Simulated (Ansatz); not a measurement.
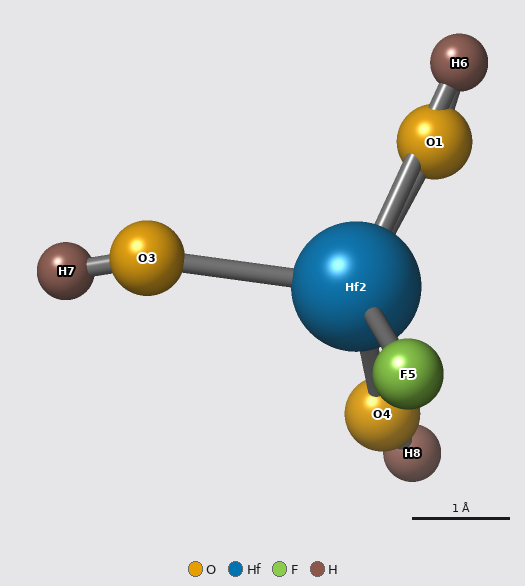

*The starting structure (ball-and-stick view, seen at a tilt; atoms are numbered from 1 in the order of the input). Sticks mark near contacts.*

# Geometry relaxation, with input and output: HfH3O3F

System: HfH3O3F.
Method: RKS PBE-d4/def2-mTZVPP (Ansatz 0.2.0).

The run did not end well. The geometry comes from this level: PBE0-D4/def2-TZVP.

Input file:
```yaml
crystal:
  periodic: [false, false, false]
  atoms:
    - {symbol: O, position_ang: [-1.114047, 1.317527, 0.701619]}
    - {symbol: Hf, position_ang: [-0.003517, 0.383058, -0.299524]}
    - {symbol: O, position_ang: [1.854024, -0.002131, 0.784239]}
    - {symbol: O, position_ang: [-0.789977, -1.431281, -0.572550]}
    - {symbol: F, position_ang: [0.478975, 1.089511, -2.104662]}
    - {symbol: H, position_ang: [-1.427062, 1.957844, 1.178451]}
    - {symbol: H, position_ang: [2.423410, -0.579979, 1.231372]}
    - {symbol: H, position_ang: [-1.382635, -2.145315, -0.576853]}
basis:
  gaussian: {orbitals: def2-mTZVPP, fitting: {mean_field: def2-universal-jkfit}}
hamiltonian: {xc: {name: PBE}, dispersion: d4}
relax: {f_tol: 0.0001, max_steps: 3}
output: {forces: true}
```

Command:
```bash
ansatz run in.yaml --threads 4 --pin off --events-out ev --progress --plain --max-ram 10444MiB
```

The program's output:
```
Functional definition: PBE
  name "PBE"
  cite "Perdew, Burke & Ernzerhof, Phys. Rev. Lett. 77, 3865 (1996) doi:10.1103/PhysRevLett.77.3865"
  parent pbe
  parameter kappa = 0.804
  parameter beta = 0.06672455060314922
  exchange = pbe_x(kappa = kappa, mu = beta*pi^2/3)
  correlation = pbe_c(beta = beta)
589 factors; integrals over basis functions are off by at most 1.6e0 eV
mean field evaluation 1: about -10191.7078 eV, gradient 1.2e2 eV
mean field evaluation 2: about -9929.9436 eV, gradient 3.4e2 eV
mean field evaluation 4: about -10211.4711 eV, gradient 4.7e1 eV
mean field evaluation 8: about -10214.8308 eV, gradient 5.8e-1 eV
mean field evaluation 16: about -10214.8309 eV, gradient 5.1e-5 eV
mean field -10214.83088384 eV, -375.3881111200 hartree, gradient 5.1e-5 eV, S^2 0.000000; 0 other end points of the search recorded, 0 dependent functions left out
the calculation of the forces begins
reference -10214.83092226 eV, -375.3881125319 hartree; 24, 24 occupied and 123, 123 virtual orbitals, 589 factors
relax step   1: F+E_penalty+E_count = -10214.95455098 eV  Δ(F+E_penalty+E_count) = +0.000e0 eV  max|allowed force component| = 6.878e0 eV/Å  Δτ_max = 0.0000 Å  (28 SCF iters, accepted)
these checks for a lower state are left out or cut short: starts, cluster_reference, orbital_swaps, neighbouring_geometries, increment
589 factors; integrals over basis functions are off by at most 1.6e0 eV
mean field -10216.35396160 eV, -375.4440831952 hartree, gradient 2.4e-5 eV, S^2 0.000000; 0 other end points of the search recorded, 0 dependent functions left out
the calculation of the forces begins
reference -10216.35399978 eV, -375.4440845983 hartree; 24, 24 occupied and 123, 123 virtual orbitals, 589 factors
relax step   2: F+E_penalty+E_count = -10216.48039330 eV  Δ(F+E_penalty+E_count) = -1.526e0 eV  max|allowed force component| = 1.371e0 eV/Å  Δτ_max = 0.1984 Å  (32 SCF iters, accepted)
these checks for a lower state are left out or cut short: starts, cluster_reference, orbital_swaps, neighbouring_geometries, increment
589 factors; integrals over basis functions are off by at most 1.6e0 eV
mean field -10216.42566393 eV, -375.4467182075 hartree, gradient 7.8e-6 eV, S^2 0.000000; 0 other end points of the search recorded, 0 dependent functions left out
the calculation of the forces begins
reference -10216.42570227 eV, -375.4467196162 hartree; 24, 24 occupied and 123, 123 virtual orbitals, 589 factors
relax step   3: F+E_penalty+E_count = -10216.55029382 eV  Δ(F+E_penalty+E_count) = -6.990e-2 eV  max|allowed force component| = 1.936e-1 eV/Å  Δτ_max = 0.0814 Å  (30 SCF iters, accepted)
```

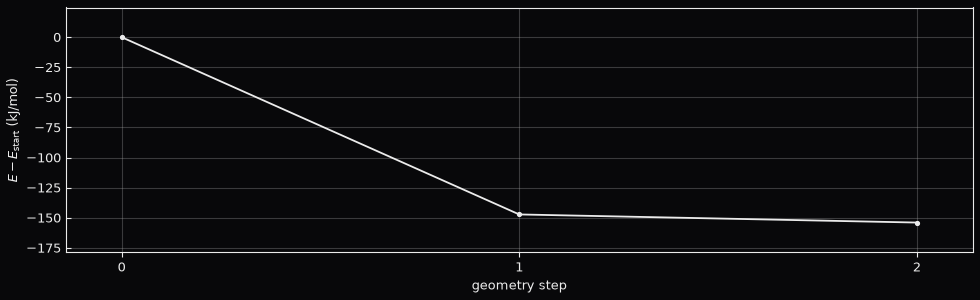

*Progress of the relaxation, step by step (the first geometry is step 0 here and step 1 in the log).*

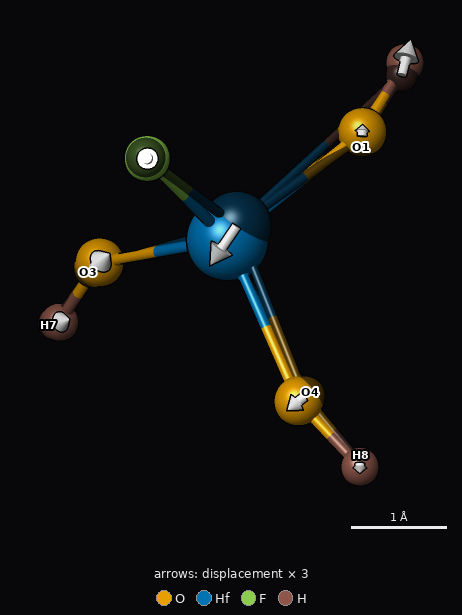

*Start (faint) and end (solid) with the displacements as white arrows, magnified 3 times (ball-and-stick view, seen at a tilt). The two geometries are laid on each other by the best rigid fit.*

The relaxation stopped without meeting its thresholds, so the last structure isn't shown to be converged. Hf2 moves most after the best rigid fit: 0.18 Å. Largest moves by element: Hf 0.18 Å, H 0.15 Å, O 0.12 Å, F 0.10 Å. Distances before and after: Hf2–H6 2.587 → 2.859 Å, Hf2–O3 2.185 → 1.957 Å, O1–Hf2 1.763 → 1.936 Å, O1–H6 0.858 → 0.959 Å. Among the angles that change: O1–Hf2–F5 118.5° → 109.4°, O3–Hf2–O4 104.0° → 111.2°, Hf2–O3–H7 150.7° → 145.4°. Over 2 geometry steps the energy falls by 154.0 kJ/mol. The largest force component goes from 6.9 to 0.19 eV/Å. (Atoms are counted from 1 in the order of the input.)

```
Error: geometry relaxation did not converge after 3 steps: max|allowed force component| = 1.94e-1 eV/Å (threshold 1.0e-4). Raise `relax.max_steps` over both its present limit and 3, loosen `relax.f_tol`, or start from a geometry closer to equilibrium. Where this run's directory can be resumed (`checkpoint.write`), a resume goes on for up to `relax.max_steps` more
```

Trajectory as extended XYZ (Å, eV, eV/Å), 3 frames, from step=1 to step=3:
```
8
Properties=species:S:1:pos:R:3:forces:R:3 step=1 energy=-10214.95455
O    -1.1140    1.3175    0.7016   -0.9174  -2.1687  -1.0355
Hf   -0.0035    0.3831   -0.2995    6.8776  -6.1761  -3.0926
O     1.8540   -0.0021    0.7842   -3.8576   2.5407  -2.5795
O    -0.7900   -1.4313   -0.5726    1.8194   2.8217   0.0065
F     0.4790    1.0895   -2.1047   -0.4668  -0.0408   1.0210
H    -1.4271    1.9578    1.1785   -3.1504   6.0024   4.5841
H     2.4234   -0.5800    1.2314    1.0996  -1.5566   1.0128
H    -1.3826   -2.1453   -0.5769   -1.4044  -1.4227   0.0833
8
Properties=species:S:1:pos:R:3:forces:R:3 step=2 energy=-10216.48039
O    -1.0894    1.3067    0.6989   -0.4218   0.1437   0.1410
Hf    0.1442    0.2520   -0.2812   -0.1584  -0.3645  -1.3711
O     1.7779    0.0576    0.7252    0.5368   0.0561   0.2220
O    -0.7487   -1.4371   -0.5887    0.3577  -0.0710  -0.0990
F     0.4734    1.0814   -2.0377    0.0349  -0.1540   0.4594
H    -1.4556    2.0150    1.2095   -0.2730   0.6296   0.4774
H     2.3480   -0.5583    1.1911    0.1398  -0.1325   0.1112
H    -1.4107   -2.1281   -0.5749   -0.2159  -0.1074   0.0591
8
Properties=species:S:1:pos:R:3:forces:R:3 step=3 energy=-10216.55029
O    -1.1153    1.3627    0.7113   -0.1045  -0.0687  -0.0862
Hf    0.1019    0.2407   -0.2922    0.0691   0.0310  -0.0718
O     1.7728    0.0469    0.7088   -0.0481   0.0961  -0.0998
O    -0.7297   -1.4832   -0.6077    0.1904  -0.0162  -0.0848
F     0.4938    1.0838   -2.0084   -0.0125  -0.1003   0.1936
H    -1.4483    2.0899    1.2405    0.0266   0.1191   0.0969
H     2.3484   -0.5658    1.1790   -0.0080  -0.0645   0.0038
H    -1.3844   -2.1856   -0.5892   -0.1131   0.0036   0.0483
```

Outcome:

| quantity | value |
| --- | --- |
| outcome | not converged |
| hardware | 4 threads of Arm Neoverse V2, 23 GiB of memory available, shared host |
| wall time | 3.1 s (CPU time 11 s) |
| peak memory | 0.41 GiB |

The input was spoiled on purpose: the optimiser is allowed too few steps. The run did not converge: “geometry relaxation did not converge after 3 steps: max|allowed force component| = 1.94e-1 eV/Å (threshold 1.0e-4). Raise `relax.max_steps` over both its present limit and 3, loosen `relax.f_tol`, or start from a geometry closer to equilibrium …” Its last values are not results.
